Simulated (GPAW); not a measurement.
**How TiO2 (Rutile) absorbs and reflects light**

Aim: the dielectric function of TiO2 (Rutile), and the optical constants that follow from it.

Calculated with GPAW 26.7.0; DFT, PBE, plane-wave PAW (GPAW data sets), scalar-relativistic, RPA, optical limit.

## 1. Starting point

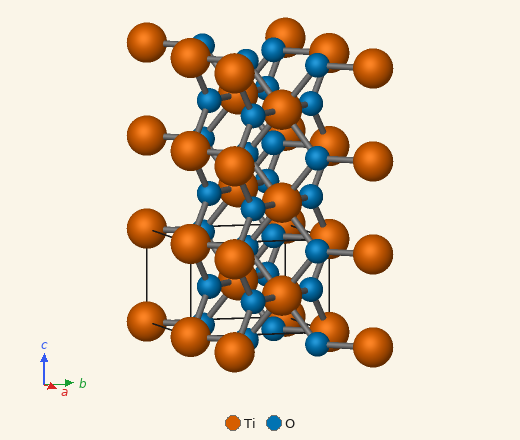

The cell as given, slightly off an axis (titanium orange, oxygen blue). 2×1×3 cells are drawn. Some periodic images of atoms are drawn too.

Structure file:

```cif
data_structure
_symmetry_space_group_name_H-M 'P4_2/mnm'
_symmetry_Int_Tables_number 136
_cell_length_a 4.5922
_cell_length_b 4.5922
_cell_length_c 2.9574
_cell_angle_alpha 90.000
_cell_angle_beta 90.000
_cell_angle_gamma 90.000
_cell_volume 62.37
loop_
_atom_site_label
_atom_site_type_symbol
_atom_site_symmetry_multiplicity
_atom_site_Wyckoff_symbol
_atom_site_fract_x
_atom_site_fract_y
_atom_site_fract_z
_atom_site_occupancy
Ti1 Ti 2 a 0.50000 0.50000 0.50000 1
O1 O 4 f 0.80496 0.19504 0.50000 1
```

## 2. Dielectric function, RPA

Transitions between filled and empty bands, summed over the zone, give the optical response, so mesh, band count and broadening shape it.

The induced potential is part of this response.

Input file df.py:

```python
from gpaw.response.df import DielectricFunction

df = DielectricFunction('full.gpw', frequencies={'type': 'nonlinear', 'domega0': 0.03, 'omega2': 8},
                        ecut=50,
                        eta=0.15,
                        nbands=54,
                        txt='df.txt')
for direction in ['x', 'z']:
    df.get_dielectric_function(xc='RPA', direction=direction, filename=f'df_{direction}.csv')
```

Started as:

```sh
$ OMP_NUM_THREADS=1 python df.py
```

Numbers of over 12 decimals in the logs are rounded to 6 here.

Output:

```text
Using integrator: PointIntegrator
NonLinearFrequencyDescriptor(from 0.000 to 86.247 eV, 527 points)
Nonperiodic BCs:  [False False False]
Using integrator: PointIntegrator
NonLinearFrequencyDescriptor(from 0.000 to 86.247 eV, 527 points)
Nonperiodic BCs:  [False False False]

Calculating chi0 body with:
    Ground state adapter containing:
    Number of spins: 1
    Number of kpoints: 360
    Number of irreducible kpoints: 78
    Number of completely occupied states: 24
    Number of partially occupied states: 24

    Linear response parametrization:
    q_c: [0.0, 0.0, 0.0]
    Number of frequency points: 527
    Planewave cutoff: 50.0
    Number of bands: 54
    Number of planewaves: 47
    Broadening (eta): 0.15

Integrating chi0 body.

Symmetries of q_c:
    Direct symmetries (Uq -> q): 8
    Indirect symmetries (TUq -> q): 0
In total 8 allowed symmetries.

78 groups of equivalent kpoints. 78.333333% reduction.

Integral kind: spectral function

Calculating chi0 optical extensions with:
    Ground state adapter containing:
    Number of spins: 1
    Number of kpoints: 360
    Number of irreducible kpoints: 78
    Number of completely occupied states: 24
    Number of partially occupied states: 24

    Linear response parametrization:
    Number of frequency points: 527
    Planewave cutoff: 50.0
    Number of bands: 54
    Number of planewaves: 47
    Broadening (eta): 0.15
Integrating chi0 head and wings.

Symmetries of q_c:
    Direct symmetries (Uq -> q): 8
    Indirect symmetries (TUq -> q): 0
In total 8 allowed symmetries.

78 groups of equivalent kpoints. 78.333333% reduction.

Integral kind: spectral function wings
```

Wall time 18 s (1 thread of Intel Xeon Platinum 8559C (Emerald Rapids), shared host); peak memory 0.29 GiB.

Read-outs, printed or worked out from the files:

```
electronic dielectric constant ε∞, mean over x, y and z (by symmetry where fewer were run) : 6.974
```

The Im ε has structure finer than the step of the table below, so its rows give means over 1 eV, whole bins alone (the curve runs from 0 to 14.0 eV). Peaks (eV: height): E ∥ x 3.9: 7.64, 7.6: 5.80; E ∥ z 3.8: 10.5, 7.4: 11.4.

Sum at mesh points, not converged in k; values under the direct gap are tails of Lorentzian lines. Table of Im ε by photon energy; means over each step:

```tsv
photon energy (eV)	E ∥ x	E ∥ z
1	0.103	0.131
2	0.523	0.704
3	5.40	6.79
4	7.24	9.17
5	5.37	5.02
6	3.53	4.79
7	4.84	7.54
8	4.86	7.81
9	2.37	3.87
10	1.64	1.73
11	1.26	0.888
12	1.19	0.593
13	1.43	0.778
```

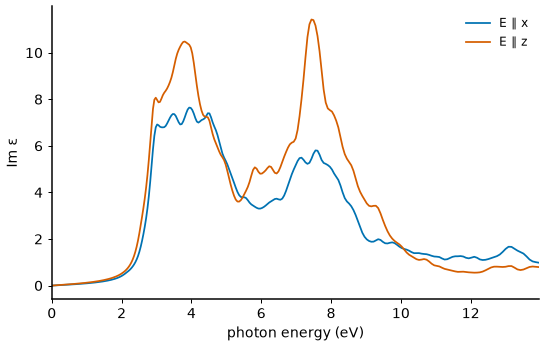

Im ε, plotted against photon energy.

Sum at mesh points, not converged in k. Reflectivity at normal incidence against photon energy; read off at these points:

```tsv
photon energy (eV)	E ∥ x (%)	E ∥ z (%)
0.00	19.2	22.4
0.50	19.4	22.6
1.00	20.0	23.2
1.50	21.1	24.5
2.00	23.3	26.9
2.50	27.4	31.6
2.94	32.8	35.7
3.00	32.4	35.0
3.50	30.9	35.5
4.00	31.1	37.4
4.50	31.6	31.7
5.00	27.9	25.8
5.50	20.4	19.8
6.00	17.2	23.0
6.50	18.8	23.6
7.00	24.8	28.1
7.50	28.4	42.7
8.00	32.8	44.0
8.50	34.5	46.8
8.77	37.0	49.3
9.00	32.2	47.9
9.50	22.9	52.2
9.68	20.4	53.6
10.00	20.1	52.3
10.50	14.7	48.6
11.00	11.3	44.3
11.50	8.30	34.0
12.00	7.46	15.9
12.50	5.98	5.94
13.00	8.85	6.04
13.25	11.3	6.31
13.50	11.3	3.53
```

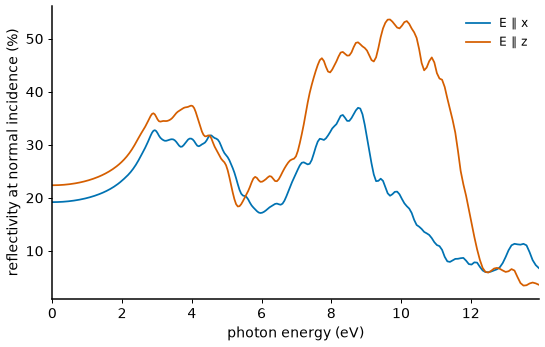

Reflectivity at normal incidence, plotted against photon energy.

The Im ε, E ∥ x has structure finer than the step of the table below, so its rows give means over 1 eV, whole bins alone (the curve runs from 0 to 14.0 eV). Peaks (eV: height): without local fields 3.5: 8.01, 7.6: 6.08; with local fields 3.9: 7.64, 7.6: 5.80.

Sum at mesh points, not converged in k; values under the direct gap are tails of Lorentzian lines. The Im ε, E ∥ x by photon energy; means over each step:

```tsv
photon energy (eV)	without local fields	with local fields
1	0.109	0.103
2	0.566	0.523
3	5.89	5.40
4	7.42	7.24
5	5.18	5.37
6	3.50	3.53
7	5.17	4.84
8	4.99	4.86
9	2.18	2.37
10	1.43	1.64
11	1.11	1.26
12	1.22	1.19
13	1.60	1.43
```

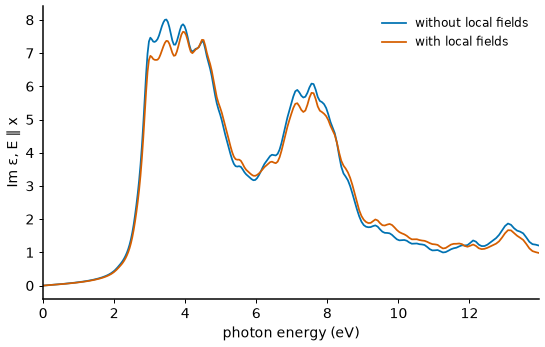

Im ε, E ∥ x against photon energy.

The loss function −Im 1/ε at q → 0 has structure finer than the step of the table below, so its rows give means over 1 eV, whole bins alone (the curve runs from 0 to 14.0 eV). Peaks (eV: height): E ∥ x 11.2: 0.756, 13.7: 0.776; E ∥ z 11.9: 1.75.

Sum at mesh points, not converged in k; values under the direct gap are tails of Lorentzian lines. The loss function −Im 1/ε at q → 0 by energy loss; means over each step:

```tsv
energy loss (eV)	E ∥ x	E ∥ z
1	0.00212	0.00189
2	0.00688	0.00612
3	0.0451	0.0387
4	0.0973	0.0923
5	0.181	0.164
6	0.203	0.127
7	0.160	0.0961
8	0.203	0.120
9	0.400	0.176
10	0.613	0.262
11	0.713	0.660
12	0.612	1.45
13	0.510	0.851
```

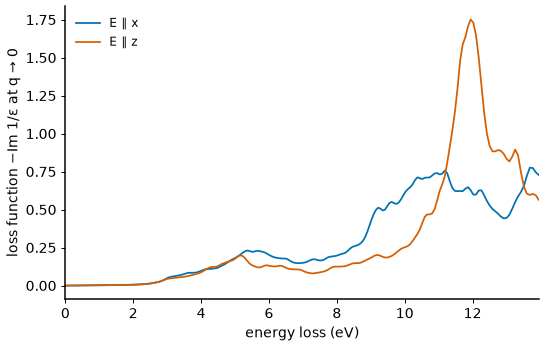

Loss function −Im 1/ε at q → 0 against energy loss.

At chosen wavelengths:

```tsv
wavelength (nm)	n x	k x	R (%) x	1/α x	n z	k z	R (%) z	1/α z
1064	2.64	0.023	20.3	3.7 µm	2.89	0.027	23.6	3.2 µm
800	2.71	0.037	21.3	1.7 µm	2.97	0.043	24.7	1.5 µm
532	3.04	0.140	25.6	303 nm	3.38	0.173	29.7	244 nm
450	3.41	0.515	30.8	69 nm	3.73	0.670	34.6	53 nm
405	3.17	1.086	31.7	30 nm	3.42	1.149	34.4	28 nm
248	1.81	1.465	27.9	13 nm	1.88	1.357	25.8	15 nm
193	1.90	0.981	18.9	16 nm	2.25	1.072	23.2	14 nm
```

Below the direct gap, k and the depth come from the tails of the Lorentzian lines, not from transitions.

Rows near the edge hang on the gap, which this functional as a rule makes too small, and phonon-assisted absorption is left out.

## 3. Outcome

```yaml
electronic_dielectric_constant_eps_infinity_mean_over_x_y_and_z_by_symmetry_where_fewer_were_run_rpa: 6.97
```

What this shows: At this level (PBE, RPA) TiO2 has a mean ε∞ = 6.97 and n = 2.60 at 1550 nm (E ∥ x). Local fields change the static value along x from 6.75 to 6.55 (-3 %). The static values by axis are 6.55 (x), 7.82 (z). Excitons and phonon-assisted transitions are missing; PBE gaps are as a rule too small, which pulls the onset down and ε∞ up. In this version of GPAW the matrix elements of the optical limit are incomplete, which can lower ε − 1 by up to a tenth where first-row anions or d states rule, and shift it by more in d metals. The sum runs over mesh points 0.23 Å⁻¹ apart with no interpolation, so peaks are partly noise of the mesh and static values carry its error.

[Machine, clock and banner lines and Python warnings are left out of the logs.]

[Logs are printed without paths, hosts, clocks, repeated set-up lines and the standing remarks that a program may print on its own settings, such as how far it seeks lower states.]

[Hosts, paths, dates, database ids (printed as entryN), source tags and the programs' standing remarks are cut or masked in the printed files.]
